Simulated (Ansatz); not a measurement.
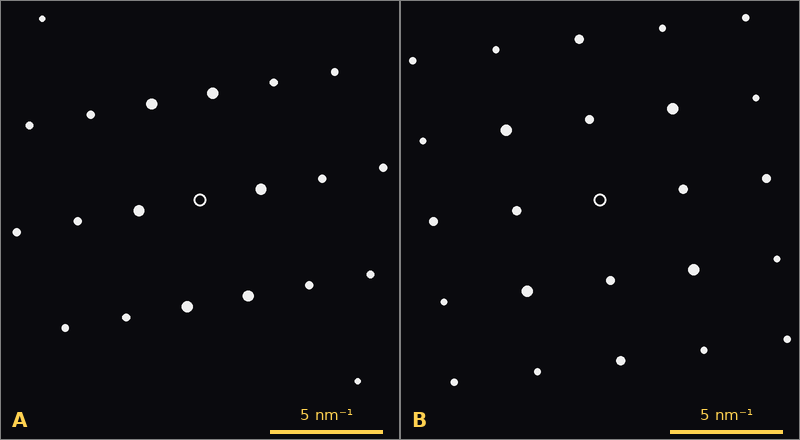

Kinematic electron diffraction patterns (120 kV, B = 0.5 Å², same scale, each along a low-index zone) of two structures of composition Be2Pt, each relaxed at zero pressure with Ansatz, DFT PBE, scalar-relativistic, plane waves, PAW.

The structures (standard cells):
1. I4_1/amd (No. 141), a = 3.054 Å, c = 14.344 Å, 12 atoms; generated start, possibly hypothetical
2. P4/mmm (No. 123), a = 3.875 Å, c = 2.647 Å, 3 atoms; generated start, possibly hypothetical

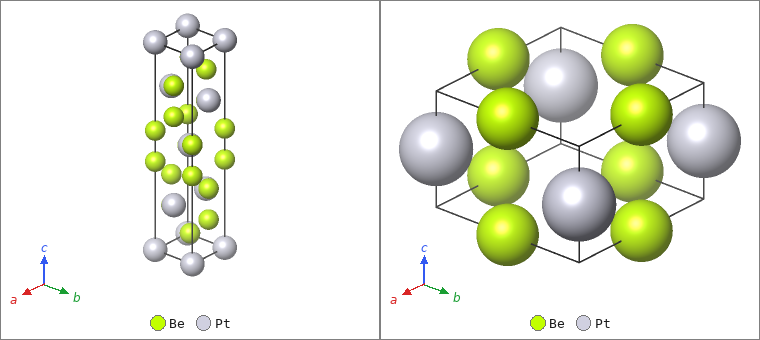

Drawings of the structures 1 to 2, from left to right (each may span several cells).

Question: Which pattern belongs to which structure, and along which zone?

Answer: A is structure 1 along [110] or an equivalent direction: centred rectangular net of 0 0 4 at d = 3.59 Å and 1 -1 2 at d = 2.07 Å, 73.2° apart (some points of this net are extinct or too weak to see). B is structure 2 along [110] or an equivalent direction: rectangular net of 1 -1 0 at d = 2.74 Å and 0 0 1 at d = 2.65 Å, 90.0° apart.

Question: Rank the structures by their computed energy.

Answer: Structure 2 (P4/mmm, 13.25 Å³ an atom) is the lowest of these; structure 1 (I4_1/amd, 11.15 Å³ an atom) lies about 150 meV an atom higher. These are static energies at 0 K; other structures, not shown, may lie lower still.
